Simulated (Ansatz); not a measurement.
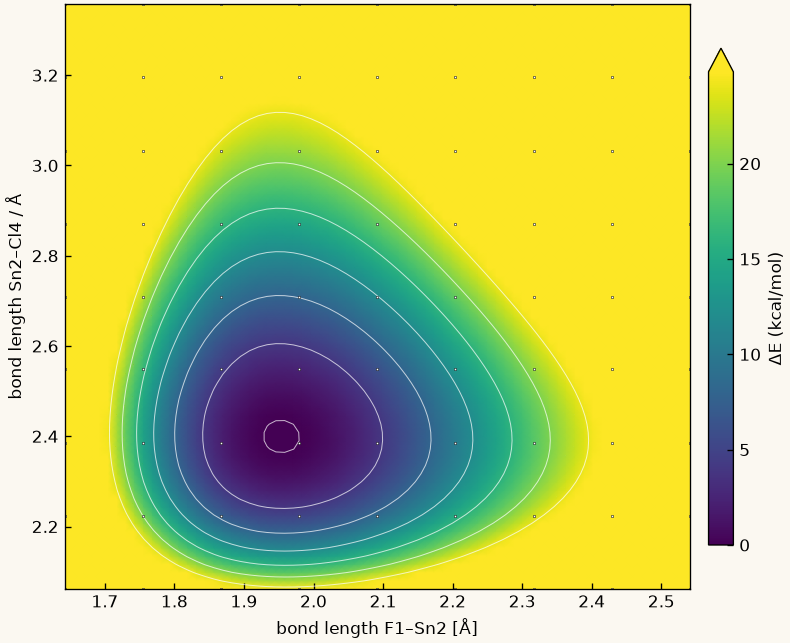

ClFHSSn, SMILES [F][Sn]([SH])[Cl], spin multiplicity 2. 
- Coordinates scanned: (1) bond length F1–Sn2; (2) bond length Sn2–Cl4.
- Nothing is relaxed (all other coordinates rigid).
- Grid: 9 × 9 points.
- Points are written as (first, second).
- Energies are in kcal/mol, from the lowest grid point.
- Computed with UKS B3LYP-D4/def2-SVP in Ansatz.

In the figure: a smooth colour map with a few white contour lines, dots at the grid points, one colour for all values above the top of the scale. Between grid points the surface is interpolated.

> Estimate the position of the minimum and the force constants in these coordinates.

The interpolated minimum is at bond length F1–Sn2 ≈ 1.955 Å, bond length Sn2–Cl4 ≈ 2.397 Å. The curvatures there are about 22 eV/Å² and 11 eV/Å², with a cross term of about 0.3 eV/Å². Round the minimum the two coordinates are nearly uncoupled. (1 eV is 23.1 kcal/mol.)
